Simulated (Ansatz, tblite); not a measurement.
# BMe2(CN) (C₃H₆BN): a ladder of methods and basis sets, part 2 of 2

Aim: run the singlet of BMe2(CN) (C₃H₆BN) at one geometry on many levels, and compare frontier levels, spin and run time.

Ansatz 0.2.0, Gaussian basis; as each input shows. The steps go on from the part before.

## (18) PBE0-D4/def2-TZVPD

File in.yaml:

```yaml
crystal:
  periodic: [false, false, false]
  atoms:
    - {symbol: B, position_ang: [-0.119925, -0.205751, 0.001574]}
    - {symbol: C, position_ang: [1.445325, -0.267788, -0.016584]}
    - {symbol: H, position_ang: [1.747407, -0.457622, 1.042786]}
    - {symbol: H, position_ang: [1.930373, 0.680203, -0.320850]}
    - {symbol: H, position_ang: [1.860023, -1.118552, -0.593533]}
    - {symbol: C, position_ang: [-0.948706, 1.123570, 0.011447]}
    - {symbol: H, position_ang: [-1.267774, 1.282730, -1.048013]}
    - {symbol: H, position_ang: [-0.363871, 2.016987, 0.305223]}
    - {symbol: H, position_ang: [-1.890671, 1.067854, 0.593011]}
    - {symbol: C, position_ang: [-0.901835, -1.552245, 0.009170]}
    - {symbol: N, position_ang: [-1.490345, -2.569397, 0.015779]}
basis:
  gaussian: {orbitals: def2-TZVPD, initial_orbitals: start.molden}
hamiltonian: {xc: pbe0, dispersion: d4}
scf: {omitted_lower_state_checks: [starts]}
output: {orbitals: {seedname: orbitals}}
```

Run with:

```
ansatz run in.yaml --threads 4 --pin off --events-out ev --progress --plain --max-ram 3916MiB
```

What it wrote:

```text
Functional definition: PBE0
  name "PBE0"
  cite "Adamo & Barone, J. Chem. Phys. 110, 6158 (1999) doi:10.1063/1.478522"
  cite "Perdew, Burke & Ernzerhof, Phys. Rev. Lett. 77, 3865 (1996) doi:10.1103/PhysRevLett.77.3865"
  parent pbe
  parameter a = 0.25
  parameter kappa = 0.804
  parameter beta = 0.06672455060314922
  exchange = (1 - a)*pbe_x(kappa = kappa, mu = beta*pi^2/3) + a*exact_x
  correlation = pbe_c(beta = beta)
these checks for a lower state are left out or cut short: starts
1172 factors; their error is unknown
mean field evaluation 1: about -5370.3956 eV, gradient 3.4e0 eV
mean field evaluation 2: about -5370.4107 eV, gradient 2.2e-2 eV
mean field evaluation 4: about -5370.4047 eV, gradient 2.3e-4 eV
mean field -5370.40469796 eV, -197.3587324589 hartree, gradient 9.9e-6 eV, S^2 0.000000; 0 other end points of the search recorded, 0 dependent functions left out
reference -5370.40473860 eV, -197.3587339525 hartree; 18, 18 occupied and 221, 221 virtual orbitals, 1172 factors
Total energy: -5370.55948240 eV, -197.3644206824 hartree
Checks for a lower state left out: starts
```

Wall time 2.4 s (4 threads of Arm Neoverse V2, shared host).

Report: HOMO -9.17 eV, LUMO -2.21 eV.

## (19) PBE-D4/def2-TZVPD

Edit in.yaml of step 18 so:

```diff
@@ -16,3 +16,3 @@
   gaussian: {orbitals: def2-TZVPD, initial_orbitals: start.molden}
-hamiltonian: {xc: pbe0, dispersion: d4}
+hamiltonian: {xc: pbe, dispersion: d4}
 scf: {omitted_lower_state_checks: [starts]}
```

Launched as before.

What it wrote:

```text
Functional definition: PBE
  name "PBE"
  cite "Perdew, Burke & Ernzerhof, Phys. Rev. Lett. 77, 3865 (1996) doi:10.1103/PhysRevLett.77.3865"
  parent pbe
  parameter kappa = 0.804
  parameter beta = 0.06672455060314922
  exchange = pbe_x(kappa = kappa, mu = beta*pi^2/3)
  correlation = pbe_c(beta = beta)
these checks for a lower state are left out or cut short: starts
1172 factors; their error is unknown
mean field evaluation 1: about -5369.7727 eV, gradient 9.6e0 eV
mean field evaluation 2: about -5369.8845 eV, gradient 1.3e-1 eV
mean field evaluation 4: about -5369.8543 eV, gradient 5.2e-4 eV
mean field -5369.85432941 eV, -197.3385067880 hartree, gradient 1.9e-5 eV, S^2 0.000000; 0 other end points of the search recorded, 0 dependent functions left out
reference -5369.85438317 eV, -197.3385087633 hartree; 18, 18 occupied and 221, 221 virtual orbitals, 1172 factors
Total energy: -5370.03764363 eV, -197.3452434610 hartree
Checks for a lower state left out: starts
```

It took 1.9 s on 4 threads of Arm Neoverse V2, shared host.

Report: HOMO -7.82 eV, LUMO -3.18 eV.

## (20) r2SCAN-D4/def2-TZVPD

Edit in.yaml of step 19 so:

```diff
@@ -16,3 +16,3 @@
   gaussian: {orbitals: def2-TZVPD, initial_orbitals: start.molden}
-hamiltonian: {xc: pbe, dispersion: d4}
+hamiltonian: {xc: r2scan, dispersion: d4}
 scf: {omitted_lower_state_checks: [starts]}
```

The command is unchanged.

What it wrote:

```text
Functional definition: r2SCAN
  name "r2SCAN"
  cite "Furness, Kaplan, Ning, Perdew & Sun, J. Phys. Chem. Lett. 11, 8208 (2020) doi:10.1021/acs.jpclett.0c02405"
  cite "Furness, Kaplan, Ning, Perdew & Sun, J. Phys. Chem. Lett. 11, 9248 (2020) doi:10.1021/acs.jpclett.0c03077"
  parent r2scan
  parameter k0 = 0.174
  parameter k1 = 0.065
  parameter a1 = 4.9479
  exchange = r2scan_x(k0 = k0, k1 = k1, a1 = a1)
  correlation = r2scan_c
these checks for a lower state are left out or cut short: starts
1172 factors; their error is unknown
mean field evaluation 1: about -5373.8429 eV, gradient 5.6e0 eV
mean field evaluation 2: about -5373.8892 eV, gradient 5.5e-2 eV
mean field evaluation 4: about -5373.8658 eV, gradient 3.6e-4 eV
mean field -5373.86579489 eV, -197.4859254253 hartree, gradient 1.0e-5 eV, S^2 0.000000; 0 other end points of the search recorded, 0 dependent functions left out
reference -5373.86581080 eV, -197.4859260099 hartree; 18, 18 occupied and 221, 221 virtual orbitals, 1172 factors
Total energy: -5373.91362703 eV, -197.4876832240 hartree
Checks for a lower state left out: starts
```

Run time: 3.6 s. Hardware: 4 threads of Arm Neoverse V2, shared host.

From the report: HOMO -8.09 eV, LUMO -2.90 eV.

## (21) CCSD(T)/def2-TZVPP

Edit in.yaml of step 20 so:

```diff
@@ -15,4 +15,4 @@
 basis:
-  gaussian: {orbitals: def2-TZVPD, initial_orbitals: start.molden}
-hamiltonian: {xc: r2scan, dispersion: d4}
+  gaussian: {orbitals: def2-TZVPP, initial_orbitals: start.molden}
+correlation: {method: ccsd_t}
 scf: {omitted_lower_state_checks: [starts]}
```

The command is unchanged.

What it wrote (excerpt; [...] marks lines left out):

```text
Functional definition: HF
  name "HF"
  cite "Fock, Z. Phys. 61, 126 (1930) doi:10.1007/BF01340294"
  parent pbe
[...]
1413 factors; integrals over basis functions are off by at most 1.1e-3 eV
[...]
mean field -5342.11930754 eV, -196.3192635335 hartree, gradient 4.1e-6 eV, S^2 0.000000; 0 other end points of the search recorded, 0 dependent functions left out
5 core orbitals not correlated: weight in the atoms' cores, before any rotation towards them, 1.000 or more for the frozen orbitals, at most 0.000 for the correlated occupied ones
reference -5342.11930754 eV, -196.3192635335 hartree; 13, 13 occupied and 221, 221 virtual orbitals, 1413 factors
second order -21.40370047 eV of doubles, -0.00000000 eV of singles
cycle   1  -21.57358590 eV  change   -1.7e-1 eV  update   1.1e-1
[...]
cycle  10  -22.32704105 eV  change    2.1e-5 eV  update   1.0e-5
perturbative correction -1.02958050 eV, -0.0378363855 hartree
Total energy: -5365.47592909 eV, -197.1776035438 hartree
Checks for a lower state left out: starts
```

It took 5.6 min on 4 threads of Arm Neoverse V2, shared host; peak memory 2 GiB.

Report: Hartree-Fock HOMO -12.33 eV, LUMO 1.58 eV; T1 0.013.

## (22) MP2/def2-TZVP

Edit in.yaml of step 21 so:

```diff
@@ -15,4 +15,4 @@
 basis:
-  gaussian: {orbitals: def2-TZVPP, initial_orbitals: start.molden}
-correlation: {method: ccsd_t}
+  gaussian: {orbitals: def2-TZVP, initial_orbitals: start.molden}
+correlation: {method: mp2}
 scf: {omitted_lower_state_checks: [starts]}
```

The command is unchanged.

What it wrote:

```text
Functional definition: HF
  name "HF"
  cite "Fock, Z. Phys. 61, 126 (1930) doi:10.1007/BF01340294"
  parent pbe
  exchange = exact_x
  correlation = 0
these checks for a lower state are left out or cut short: starts
1277 factors; integrals over basis functions are off by at most 1.2e-3 eV
mean field evaluation 1: about -5341.1793 eV, gradient 2.3e1 eV
mean field evaluation 2: about -5341.8242 eV, gradient 6.6e-1 eV
mean field evaluation 4: about -5342.0671 eV, gradient 5.8e-3 eV
mean field evaluation 8: about -5342.0671 eV, gradient 2.8e-6 eV
mean field -5342.06708799 eV, -196.3173445006 hartree, gradient 4.0e-6 eV, S^2 0.000000; 0 other end points of the search recorded, 0 dependent functions left out
5 core orbitals not correlated: weight in the atoms' cores, before any rotation towards them, 1.000 or more for the frozen orbitals, at most 0.000 for the correlated occupied ones
reference -5342.06708799 eV, -196.3173445006 hartree; 13, 13 occupied and 173, 173 virtual orbitals, 1277 factors
second order -20.98469526 eV of doubles, -0.00000000 eV of singles
Total energy: -5363.05178326 eV, -197.0885178276 hartree
Checks for a lower state left out: starts
```

It took 1.5 s on 4 threads of Arm Neoverse V2, shared host.

Report: Hartree-Fock HOMO -12.33 eV, LUMO 1.58 eV.

## (23) RPA/def2-TZVP

Edit in.yaml of step 22 so:

```diff
@@ -16,4 +16,4 @@
   gaussian: {orbitals: def2-TZVP, initial_orbitals: start.molden}
-correlation: {method: mp2}
+hamiltonian: {xc: pbe}
+correlation: {method: rpa}
 scf: {omitted_lower_state_checks: [starts]}
-output: {orbitals: {seedname: orbitals}}
```

The command is unchanged.

What it wrote:

```text
Functional definition: PBE
  name "PBE"
  cite "Perdew, Burke & Ernzerhof, Phys. Rev. Lett. 77, 3865 (1996) doi:10.1103/PhysRevLett.77.3865"
  parent pbe
  parameter kappa = 0.804
  parameter beta = 0.06672455060314922
  exchange = pbe_x(kappa = kappa, mu = beta*pi^2/3)
  correlation = pbe_c(beta = beta)
these checks for a lower state are left out or cut short: starts
1277 factors; integrals over basis functions are off by at most 1.2e-3 eV
mean field evaluation 1: about -5369.7406 eV, gradient 8.6e0 eV
mean field evaluation 2: about -5369.8326 eV, gradient 1.0e-1 eV
mean field evaluation 4: about -5369.8333 eV, gradient 9.0e-5 eV
mean field -5369.83326641 eV, -197.3377327367 hartree, gradient 2.0e-6 eV, S^2 0.000000; 0 other end points of the search recorded, 0 dependent functions left out
5 core orbitals not correlated: weight in the atoms' cores, before any rotation towards them, 1.000 or more for the frozen orbitals, at most 0.000 for the correlated occupied ones
reference -5340.81866432 eV, -196.2714657767 hartree; 13, 13 occupied and 173, 173 virtual orbitals, 1277 factors
Total energy: -5375.18412621 eV, -197.5343732076 hartree
Checks for a lower state left out: starts
```

Wall time 3.1 s (4 threads of Arm Neoverse V2, shared host).

## (24) Levels side by side

| level | functions | HOMO (eV) | LUMO (eV) | gap (eV) | time |
| --- | --- | --- | --- | --- | --- |
| HF/STO-3G | 31 | -10.52 | 5.15 | 15.67 | 0.1 s |
| HF/6-31G | 57 | -12.28 | 1.85 | 14.13 | 0.2 s |
| LDA/def2-TZVP | 191 | -7.97 | -3.39 | 4.57 | 0.8 s |
| PBE-D4/def2-SVP | 100 | -7.65 | -2.98 | 4.67 | 0.7 s |
| PBE-D4/def2-TZVP | 191 | -7.80 | -3.15 | 4.65 | 1.2 s |
| PBE-D4/def2-TZVPD | 239 | -7.82 | -3.18 | 4.64 | 1.9 s |
| revPBE-D4/def2-TZVP | 191 | -7.73 | -3.04 | 4.69 | 1.2 s |
| r2SCAN-D4/def2-TZVP | 191 | -8.08 | -2.89 | 5.19 | 2.6 s |
| r2SCAN-D4/def2-TZVPD | 239 | -8.09 | -2.90 | 5.18 | 3.6 s |
| B97M-V/def2-TZVP | 191 | -8.10 | -2.80 | 5.30 | 5.5 s |
| r2SCANh-D4/def2-TZVP | 191 | -8.58 | -2.55 | 6.04 | 2.7 s |
| B3LYP-D4/6-31G | 57 | -8.74 | -2.06 | 6.69 | 0.6 s |
| PBE0-D4/def2-SVP | 100 | -9.08 | -2.07 | 7.00 | 0.7 s |
| PBE0-D4/def2-TZVP | 191 | -9.16 | -2.19 | 6.97 | 2.5 s |
| PBE0-D4/def2-TZVPD | 239 | -9.17 | -2.21 | 6.96 | 2.4 s |
| HSE06-D4/def2-TZVP | 191 | -8.75 | -2.57 | 6.18 | 1.8 s |
| BHLYP-D4/def2-TZVP | 191 | -10.41 | -1.10 | 9.31 | 1.7 s |
| CAM-B3LYP-D4/def2-TZVP | 191 | -10.59 | -1.04 | 9.54 | 1.9 s |

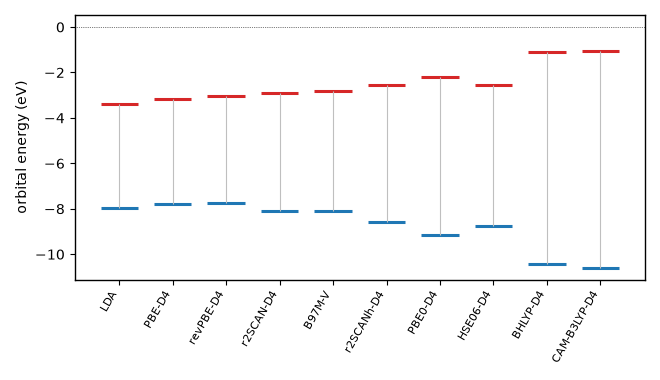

Highest filled (blue) and lowest empty (red) level in def2-TZVP.

The pieces so far (eV):

| basis | HF | MP2 correlation | CCSD correlation | (T) | total |
| --- | --- | --- | --- | --- | --- |
| def2-TZVPP | -5342.1193 | -21.4037 | -22.3270 | -1.0296 | -5365.4759 |
| def2-TZVP | -5342.0671 | -20.9847 |  |  | -5363.0518 (MP2) |

## (25) Binding energy

Free atoms were run apart at each level; binding is atoms less cluster, divided by the number of atoms, without zero-point or spin-orbit terms.

Differences are taken before rounding.

| method | binding an atom (eV) | from CCSD(T)/def2-TZVPP (eV) | time |
| --- | --- | --- | --- |
| HF/STO-3G | 3.885 | -0.375 | 0.1 s |
| HF/6-31G | 3.066 | -1.193 | 0.2 s |
| HF/def2-TZVP | 3.231 | -1.029 |  |
| HF/def2-TZVPP | 3.235 | -1.024 |  |
| LDA/def2-TZVP | 4.968 | +0.708 | 0.8 s |
| PBE-D4/def2-SVP | 4.530 | +0.271 | 0.7 s |
| PBE-D4/def2-TZVP | 4.494 | +0.235 | 1.2 s |
| PBE-D4/def2-TZVPD | 4.495 | +0.236 | 1.9 s |
| revPBE-D4/def2-TZVP | 4.388 | +0.129 | 1.2 s |
| r2SCAN-D4/def2-TZVP | 4.381 | +0.122 | 2.6 s |
| r2SCAN-D4/def2-TZVPD | 4.382 | +0.122 | 3.6 s |
| B97M-V/def2-TZVP | 4.382 | +0.123 | 5.5 s |
| r2SCANh-D4/def2-TZVP | 4.352 | +0.092 | 2.7 s |
| B3LYP-D4/6-31G | 4.293 | +0.034 | 0.6 s |
| PBE0-D4/def2-SVP | 4.445 | +0.185 | 0.7 s |
| PBE0-D4/def2-TZVP | 4.402 | +0.143 | 2.5 s |
| PBE0-D4/def2-TZVPD | 4.403 | +0.143 | 2.4 s |
| HSE06-D4/def2-TZVP | 4.405 | +0.146 | 1.8 s |
| BHLYP-D4/def2-TZVP | 4.248 | -0.011 | 1.7 s |
| CAM-B3LYP-D4/def2-TZVP | 4.393 | +0.134 | 1.9 s |
| MP2/def2-TZVP | 4.305 | +0.046 | 1.5 s |
| CCSD/def2-TZVPP | 4.190 | -0.070 |  |
| CCSD(T)/def2-TZVPP | 4.259 | 0 | 5.6 min |

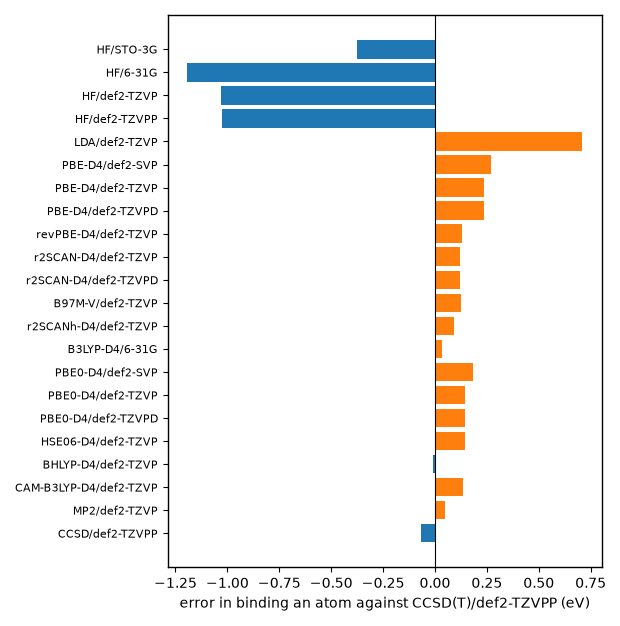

How far each level lands from CCSD(T)/def2-TZVPP.

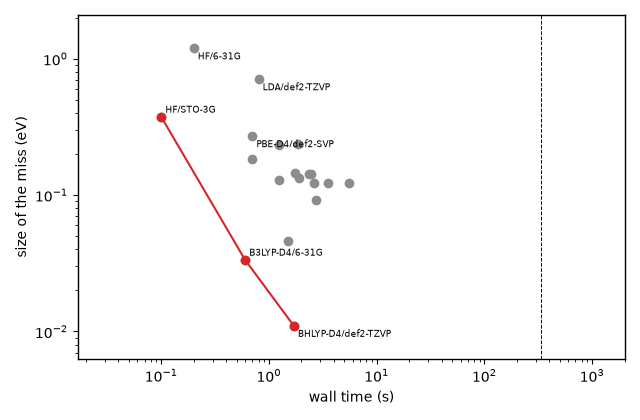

Miss against cost. Red marks the levels that no quicker level drawn beats (of those quicker than the yardstick), and the dashed line is the time of CCSD(T)/def2-TZVPP. Only those levels and the largest misses are named. Times are from a shared host.

## (26) Outcome

This closing draws on all 2 parts.

| quantity | value |
| --- | --- |
| gap in def2-TZVP, named functionals, smallest and largest | 4.57 eV (LDA), 9.54 eV (CAM-B3LYP-D4) |
| correlation energy, CCSD(T)/def2-TZVPP | -23.36 eV |
| correlation energy, MP2/def2-TZVP | -20.98 eV |
| binding an atom, CCSD(T)/def2-TZVPP | 4.259 eV |
| PBE0 total energy, smallest basis above largest | 5.87 eV (def2-SVP, def2-TZVPD) |

In words: Orbital gaps of the named functionals in def2-TZVP span 4.57 eV (LDA) to 9.54 eV (CAM-B3LYP-D4); exact exchange widens it. A small miss in a minimal or small basis is a cancelling of errors, not accuracy. The functionals in def2-TZVP miss CCSD(T)/def2-TZVPP by -0.011 (BHLYP-D4) to +0.708 eV (LDA) an atom. CCSD(T)/def2-TZVPP isn't at the basis-set limit; small misses against it rank nothing.

BHLYP-D4/def2-TZVP reaches 0.011 eV from the reference in 1.7 s, where CCSD(T)/def2-TZVPP took 5.6 min; the quickest level in the cost chart, HF/STO-3G, takes 0.1 s and misses by 0.375 eV. The slowest run with a step of its own, CCSD(T)/def2-TZVPP, took 5.6 min; the quickest functional in def2-TZVP took 0.8 s (shared host).
